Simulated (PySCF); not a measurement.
# Run report: C2H7BrOSi2, geometry relaxation

The run: geometry relaxation of C2H7BrOSi2. Method and program: PBE0-D3(BJ)/def2-SVP geometry optimisation, gas phase (PySCF 2.14.0).

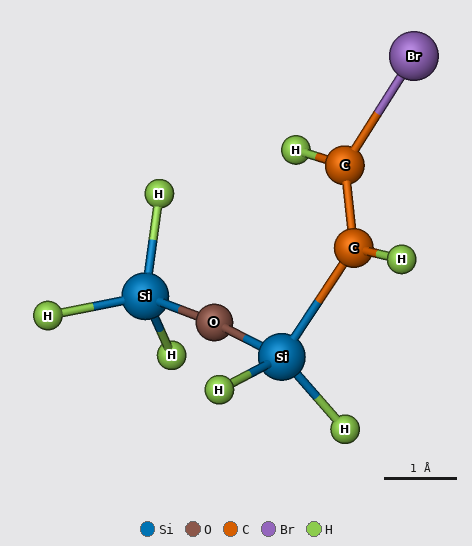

Fig. 1: The structure as given in the input (ball-and-stick view, seen at a tilt). Bond lengths as drawn: Br–C 1.90 Å, C–C 1.30 Å, C–H 1.06 to 1.11 Å, C–Si 1.94 Å, H–Si 1.44 to 1.49 Å and O–Si 1.59 to 1.60 Å.

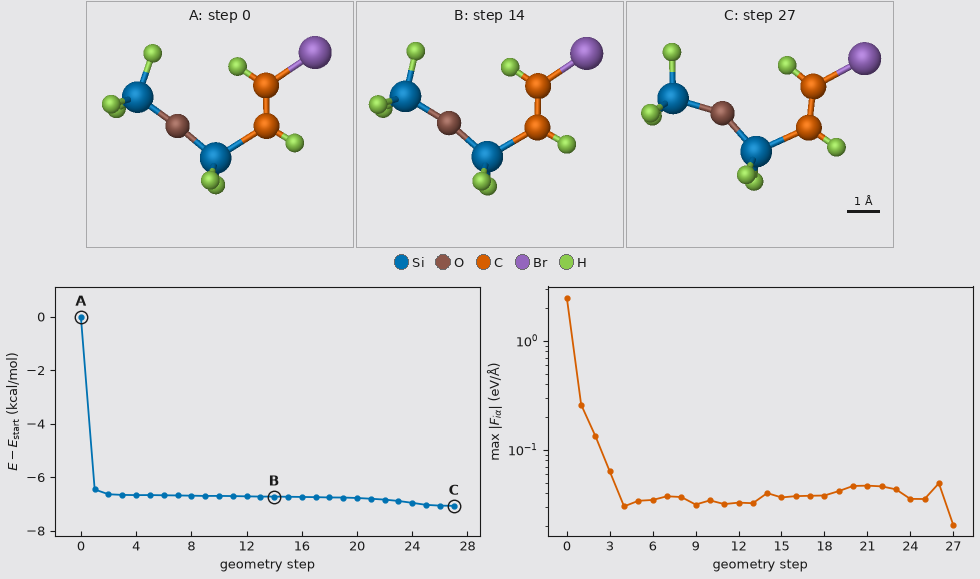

Fig. 2: Frames of the relaxation (ball-and-stick view, seen at a tilt) above the curves, on which the letters mark them (steps are counted from 0).

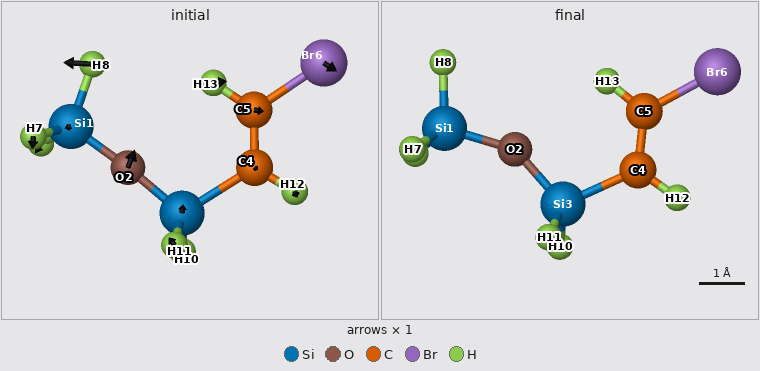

Fig. 3: Before (left) and after (right) the relaxation, at one scale (ball-and-stick view, seen at a tilt). The black arrows give the displacements, at true length. The largest move after the best rigid fit is that of H8, 0.67 Å. By element the largest moves are H 0.67 Å, O 0.45 Å, Br 0.37 Å, C 0.23 Å, Si 0.21 Å. Among the contacts that change: Si3–C4 1.936 → 1.862 Å, Si1–O2 1.590 → 1.658 Å, O2–Si3 1.604 → 1.658 Å, Si3–H10 1.443 → 1.494 Å. Among the angles that change: Si1–O2–Si3 175.8° → 147.6°, H10–Si3–H11 113.8° → 108.2°, Si3–C4–H12 116.8° → 120.4°. After 27 geometry steps the energy has fallen by 7.07 kcal/mol. The largest force component goes from 2.5 to 0.021 eV/Å. (Atoms are counted from 1 in the order of the input.)

These pictures come from the run below.

### Input
```
{"job": {"xc": "PBE0", "basis": "def2-SVP", "d3": "d3bj", "grid": 1, "maxiter": 30, "shake": 0.01, "kind": "geom"}, "charge": 0, "multiplicity": 1}
Si    -1.995700     1.245290     0.521680
O     -1.049200    -0.032400     0.509530
Si    -0.189030    -1.386130     0.521120
C      1.630160    -0.937460     0.035030
C      1.966650     0.283630    -0.264480
Br     3.736540     0.780950    -0.753820
H     -2.515550     1.401020     1.879830
H     -1.161220     2.409530     0.124570
H     -3.071410     1.010820    -0.438560
H     -0.751650    -2.297220    -0.445690
H     -0.200150    -1.905220     1.905410
H      2.330960    -1.737410     0.007540
H      1.275420     1.147700    -0.248260
```

The first line tells a small driver script what to run in PySCF; the rest is the geometry in Å.

Run as:
```bash
OMP_NUM_THREADS=1 python <driver script> task.json out
```

### Output
```
step   0  E = -3307.50380584  max force = 0.048065
step   1  E = -3307.51409389  max force = 0.005030
step   2  E = -3307.51437917  max force = 0.002585
step   3  E = -3307.51441678  max force = 0.001228
step   4  E = -3307.51443062  max force = 0.000588
step   5  E = -3307.51442748  max force = 0.000662
step   6  E = -3307.51443923  max force = 0.000673
step   7  E = -3307.51445022  max force = 0.000727
step   8  E = -3307.51446271  max force = 0.000717
step   9  E = -3307.51447868  max force = 0.000610
step  10  E = -3307.51447709  max force = 0.000667
step  11  E = -3307.51448678  max force = 0.000617
step  12  E = -3307.51450276  max force = 0.000636
step  13  E = -3307.51451764  max force = 0.000628
step  14  E = -3307.51451767  max force = 0.000778
step  15  E = -3307.51452783  max force = 0.000711
step  16  E = -3307.51453918  max force = 0.000729
step  17  E = -3307.51455112  max force = 0.000735
step  18  E = -3307.51456924  max force = 0.000739
step  19  E = -3307.51457449  max force = 0.000811
step  20  E = -3307.51460093  max force = 0.000904
step  21  E = -3307.51464491  max force = 0.000910
step  22  E = -3307.51469778  max force = 0.000896
step  23  E = -3307.51477859  max force = 0.000842
step  24  E = -3307.51489019  max force = 0.000688
step  25  E = -3307.51501015  max force = 0.000687
step  26  E = -3307.51505638  max force = 0.000956
step  27  E = -3307.51506830  max force = 0.000399
optimisation converged
```

### Trajectory as extended XYZ (Å, eV, eV/Å), 8 of the 28 frames kept, from step=0 to step=27
```
13
Properties=species:S:1:pos:R:3:forces:R:3 step=0 energy=-90001.76282
Si   -1.9957    1.2453    0.5217   -0.5179   1.3684  -0.0757
O    -1.0492   -0.0324    0.5095    0.5753  -0.5657  -0.0952
Si   -0.1890   -1.3861    0.5211    2.1354   0.1095   0.2339
C     1.6302   -0.9375    0.0350   -2.4716  -1.3678   0.7076
C     1.9667    0.2836   -0.2645    0.4941   2.0390  -0.4001
Br    3.7365    0.7810   -0.7538   -0.2180   0.0314   0.0341
H    -2.5156    1.4010    1.8798   -0.3343   0.2702   0.4941
H    -1.1612    2.4095    0.1246   -0.0961   0.2703  -0.0203
H    -3.0714    1.0108   -0.4386   -0.5667   0.1233  -0.3749
H    -0.7517   -2.2972   -0.4457   -0.2994  -0.7966  -0.5524
H    -0.2001   -1.9052    1.9054    0.0217  -0.3504   0.1617
H     2.3310   -1.7374    0.0075    0.9604  -0.8071  -0.0681
H     1.2754    1.1477   -0.2483    0.3171  -0.3247  -0.0446
13
Properties=species:S:1:pos:R:3:forces:R:3 step=4 energy=-90002.05194
Si   -2.0149    1.3058    0.5465   -0.0031  -0.0168   0.0067
O    -1.0166   -0.0045    0.5137    0.0235   0.0302  -0.0188
Si   -0.1317   -1.3926    0.5291   -0.0105  -0.0289   0.0138
C     1.6185   -0.9949    0.0234   -0.0248   0.0009   0.0030
C     1.9771    0.2496   -0.2923    0.0171  -0.0049   0.0013
Br    3.7141    0.7477   -0.8168    0.0063   0.0120  -0.0035
H    -2.5587    1.4978    1.9228   -0.0039   0.0025  -0.0001
H    -1.2356    2.5167    0.1506   -0.0032   0.0021   0.0008
H    -3.1432    1.1109   -0.4104   -0.0037   0.0027   0.0002
H    -0.7234   -2.3805   -0.4218   -0.0017  -0.0012  -0.0012
H    -0.1447   -1.9844    1.9004    0.0018   0.0002  -0.0016
H     2.3682   -1.7944   -0.0200    0.0016   0.0035  -0.0004
H     1.2904    1.1006   -0.2742    0.0005  -0.0025  -0.0004
13
Properties=species:S:1:pos:R:3:forces:R:3 step=8 energy=-90002.05281
Si   -2.0258    1.3025    0.5483   -0.0178   0.0081   0.0045
O    -1.0015    0.0131    0.5008    0.0368   0.0045  -0.0164
Si   -0.1288   -1.3837    0.5249   -0.0130  -0.0048   0.0070
C     1.6245   -0.9971    0.0229   -0.0112   0.0025   0.0017
C     1.9899    0.2454   -0.2928    0.0175  -0.0049  -0.0027
Br    3.7309    0.7358   -0.8123    0.0025   0.0087  -0.0014
H    -2.5672    1.4763    1.9282   -0.0031  -0.0042  -0.0011
H    -1.2730    2.5314    0.1574    0.0018  -0.0014   0.0012
H    -3.1550    1.0946   -0.4052   -0.0024  -0.0035   0.0039
H    -0.7250   -2.3699   -0.4249   -0.0038  -0.0032   0.0030
H    -0.1471   -1.9698    1.8984   -0.0061  -0.0032   0.0002
H     2.3709   -1.8000   -0.0167   -0.0009   0.0042  -0.0008
H     1.3066    1.0991   -0.2782   -0.0004  -0.0028   0.0009
13
Properties=species:S:1:pos:R:3:forces:R:3 step=12 energy=-90002.05390
Si   -2.0381    1.3008    0.5510   -0.0130  -0.0081   0.0072
O    -0.9858    0.0339    0.4872    0.0327   0.0281  -0.0219
Si   -0.1260   -1.3708    0.5205   -0.0109  -0.0196   0.0087
C     1.6321   -0.9998    0.0229   -0.0135   0.0038   0.0036
C     2.0060    0.2395   -0.2955    0.0114  -0.0051  -0.0012
Br    3.7509    0.7193   -0.8111    0.0042   0.0060  -0.0014
H    -2.5767    1.4506    1.9350   -0.0027  -0.0021  -0.0010
H    -1.3126    2.5478    0.1671    0.0010  -0.0013   0.0012
H    -3.1677    1.0763   -0.3984   -0.0018  -0.0017   0.0032
H    -0.7273   -2.3564   -0.4272   -0.0022  -0.0012   0.0030
H    -0.1553   -1.9519    1.8962   -0.0028  -0.0022  -0.0011
H     2.3730   -1.8080   -0.0115   -0.0022   0.0059  -0.0009
H     1.3268    1.0965   -0.2853    0.0000  -0.0025   0.0008
13
Properties=species:S:1:pos:R:3:forces:R:3 step=15 energy=-90002.05458
Si   -2.0461    1.2994    0.5529   -0.0129  -0.0092   0.0079
O    -0.9777    0.0463    0.4791    0.0365   0.0277  -0.0240
Si   -0.1253   -1.3632    0.5179   -0.0135  -0.0058   0.0076
C     1.6351   -1.0005    0.0231    0.0190  -0.0045  -0.0029
C     2.0185    0.2354   -0.2976   -0.0174   0.0165   0.0017
Br    3.7658    0.7096   -0.8109   -0.0049  -0.0132   0.0043
H    -2.5825    1.4351    1.9392   -0.0030  -0.0015  -0.0001
H    -1.3371    2.5569    0.1731    0.0001  -0.0014   0.0014
H    -3.1759    1.0652   -0.3940   -0.0027  -0.0012   0.0025
H    -0.7297   -2.3482   -0.4284   -0.0002  -0.0019   0.0018
H    -0.1606   -1.9411    1.8949   -0.0005  -0.0026  -0.0011
H     2.3717   -1.8125   -0.0078    0.0010  -0.0047   0.0004
H     1.3431    1.0954   -0.2906   -0.0014   0.0018   0.0004
13
Properties=species:S:1:pos:R:3:forces:R:3 step=19 energy=-90002.05585
Si   -2.0555    1.2982    0.5551   -0.0148  -0.0094   0.0086
O    -0.9627    0.0667    0.4658    0.0417   0.0307  -0.0276
Si   -0.1240   -1.3513    0.5139   -0.0151  -0.0070   0.0086
C     1.6408   -1.0044    0.0237    0.0334  -0.0040  -0.0063
C     2.0328    0.2281   -0.2999   -0.0278   0.0287   0.0021
Br    3.7830    0.6956   -0.8099   -0.0084  -0.0264   0.0076
H    -2.5875    1.4126    1.9451   -0.0037  -0.0015  -0.0001
H    -1.3722    2.5715    0.1816    0.0005  -0.0022   0.0016
H    -3.1854    1.0497   -0.3880   -0.0033  -0.0014   0.0033
H    -0.7337   -2.3349   -0.4305   -0.0002  -0.0023   0.0024
H    -0.1690   -1.9234    1.8931   -0.0007  -0.0033  -0.0013
H     2.3718   -1.8215   -0.0021    0.0012  -0.0058   0.0007
H     1.3609    1.0909   -0.2972   -0.0028   0.0039   0.0003
13
Properties=species:S:1:pos:R:3:forces:R:3 step=23 energy=-90002.06141
Si   -2.0904    1.2892    0.5640   -0.0199  -0.0064   0.0074
O    -0.9125    0.1418    0.4176    0.0433   0.0326  -0.0304
Si   -0.1197   -1.3034    0.4990   -0.0088  -0.0230   0.0084
C     1.6582   -1.0091    0.0253   -0.0383   0.0061   0.0108
C     2.0800    0.2106   -0.3087    0.0268  -0.0316   0.0006
Br    3.8513    0.6095   -0.8010    0.0091   0.0308  -0.0071
H    -2.6029    1.3270    1.9660   -0.0021  -0.0017  -0.0009
H    -1.5029    2.6149    0.2149    0.0000   0.0007   0.0025
H    -3.2190    0.9885   -0.3657   -0.0038  -0.0025   0.0050
H    -0.7460   -2.2832   -0.4388   -0.0040  -0.0026   0.0048
H    -0.1976   -1.8551    1.8855   -0.0046  -0.0021  -0.0010
H     2.3699   -1.8435    0.0183   -0.0003   0.0043  -0.0007
H     1.4311    1.0907   -0.3256    0.0024  -0.0047   0.0006
13
Properties=species:S:1:pos:R:3:forces:R:3 step=27 energy=-90002.06929
Si   -2.1392    1.2559    0.5776   -0.0205  -0.0138   0.0044
O    -0.8102    0.2984    0.3226    0.0196   0.0166  -0.0019
Si   -0.1155   -1.1994    0.4698   -0.0120  -0.0177   0.0044
C     1.6841   -1.0157    0.0301   -0.0150  -0.0006   0.0025
C     2.1679    0.1752   -0.3240    0.0075  -0.0056   0.0000
Br    3.9632    0.4907   -0.7882    0.0022   0.0073  -0.0028
H    -2.5935    1.1430    1.9964    0.0038   0.0072   0.0026
H    -1.7585    2.6656    0.2825    0.0009  -0.0009  -0.0010
H    -3.2559    0.8387   -0.3221    0.0020   0.0051  -0.0049
H    -0.7863   -2.1690   -0.4485    0.0066  -0.0001  -0.0043
H    -0.2665   -1.7024    1.8696    0.0065   0.0018   0.0022
H     2.3543   -1.8829    0.0595   -0.0016   0.0005  -0.0006
H     1.5557    1.0798   -0.3745    0.0001   0.0001  -0.0006
```

### Results in brief

```csv
quantity,value
outcome,converged
total energy,−3307.515068 hartree
dipole moment,1.24 D
point group,C1
hardware,"1 CPU thread, shared host"
wall time,3.9 min
peak memory,0.57 GiB
```
